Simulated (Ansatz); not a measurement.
# C2H8AlGaO: vertical ionisation energy

How much energy removes an electron from C2H8AlGaO at fixed geometry? The cation is run at each level and the neutral's energy taken from earlier runs.

Method: unrestricted cation, the program's frozen cores in correlated methods; program: Ansatz 0.2.0, Gaussian basis.

Levels to be run: UKS PBE-D4/def2-TZVPP; UKS r2SCAN-D4/def2-TZVPP; UKS PBE0-D4/def2-TZVPP; UKS B3LYP-D4/def2-TZVPP; UKS wB97X-V/def2-TZVPP; UKS wB97M-V/def2-TZVPP; UKS B2PLYP/def2-TZVPP; UHF-CCSD(T)/def2-TZVPP; UHF-MP2/def2-QZVPP; extrapolation to the limit; then −ε(HOMO) from the neutral's earlier runs with LDA (SPW92), PBE-D4, revPBE-D4, BLYP-D4, r2SCAN-D4, B97M-V, PBE0-D4, B3LYP-D4, r2SCANh-D4, r2SCAN0-D4, HSE06-D4, BHLYP-D4, CAM-B3LYP-D4, LC-ωPBE, ωB97X-V, ωB97M-V.

## Step 1: The relaxed structure

The geometry comes from an earlier relaxation with PBE0-D4 in a triple-zeta def2 set; it is a stationary point, not always the lowest conformer.

SMILES `CO[CH2][AlH][GaH2]`, 13 atoms, charge 0, spin multiplicity 1.

Atoms are counted from 1 here; the program's logs count them from 0.

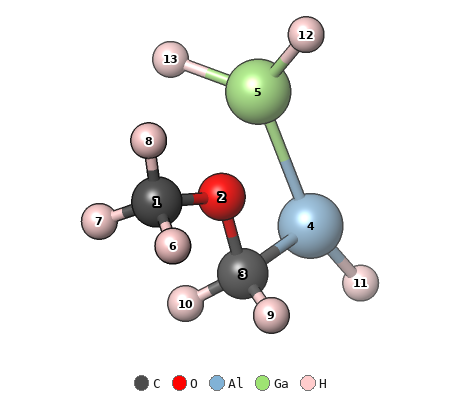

The structure; carbon dark grey, oxygen red, aluminium light blue, gallium green, hydrogen pink; atoms are numbered from 1 in the order of the file.

## Step 2: Cation, UKS PBE-D4/def2-TZVPP

The input, in.yaml:

```yaml
crystal:
  periodic: [false, false, false]
  atoms:
    - {symbol: C, position_ang: [-0.481696, 0.578045, 1.588608]}
    - {symbol: O, position_ang: [0.125622, 0.233503, 0.360870]}
    - {symbol: C, position_ang: [0.410612, -1.175915, 0.177429]}
    - {symbol: Al, position_ang: [0.745508, -1.141123, -1.804219]}
    - {symbol: Ga, position_ang: [-0.087656, 1.194031, -1.629092]}
    - {symbol: H, position_ang: [0.160427, 0.278892, 2.422957]}
    - {symbol: H, position_ang: [-1.456420, 0.087800, 1.687808]}
    - {symbol: H, position_ang: [-0.615156, 1.659724, 1.601122]}
    - {symbol: H, position_ang: [1.213214, -1.467409, 0.865524]}
    - {symbol: H, position_ang: [-0.481111, -1.758176, 0.453719]}
    - {symbol: H, position_ang: [1.282276, -2.420040, -2.588497]}
    - {symbol: H, position_ang: [0.833109, 2.466851, -1.469962]}
    - {symbol: H, position_ang: [-1.648737, 1.463816, -1.666237]}
basis:
  gaussian: {orbitals: def2-TZVPP}
total_charge: 1
magnetization: {spin_polarized: true, initial_magnetization: 1}
hamiltonian: {xc: pbe, dispersion: d4}
```

On the command line:

```bash
$ ansatz run in.yaml --threads 2 --pin off --events-out ev --progress --plain --max-ram 31744MiB --backend cuda --devices 0, --max-vram 18GiB
```

After this run come: Cation, UKS r2SCAN-D4/def2-TZVPP; Cation, UKS PBE0-D4/def2-TZVPP; Cation, UKS B3LYP-D4/def2-TZVPP; Cation, UKS wB97X-V/def2-TZVPP; Cation, UKS wB97M-V/def2-TZVPP; Cation, UKS B2PLYP (frozen core)/def2-TZVPP; Cation, UHF-CCSD(T)/def2-TZVPP; Cation, UHF-MP2/def2-QZVPP.

**Question.** What will the summary of the whole plan be? Wanted: ionisation energy, CCSD(T)/CBS; nearest functional by difference; nearest −ε(HOMO); −ε(HOMO) of PBE; T1 of the cation.

**Answer**, as computed:

| quantity | value |
| --- | --- |
| ionisation energy, CCSD(T)/CBS | 8.30 eV |
| nearest functional by difference | ωB97M-V (-0.11 eV) |
| nearest −ε(HOMO) | ωB97X-V (+0.04 eV) |
| −ε(HOMO) of PBE | 5.20 eV |
| T1 of the cation | 0.016 |

**Reading.** By cation minus neutral, the functionals miss by 0.37 eV at most. −ε(HOMO) of PBE misses by 3.1 eV, since self-interaction lifts the level. Among orbital estimates ωB97X-V comes nearest. Hartree-Fock falls 0.95 eV short, as the neutral has more correlation energy than the cation. Correlated methods include outer-core shells of Ga, which these sets cover unevenly. With outer-core shells in play the reference is unsure by up to some tenths of an eV, so close misses can't be ranked.
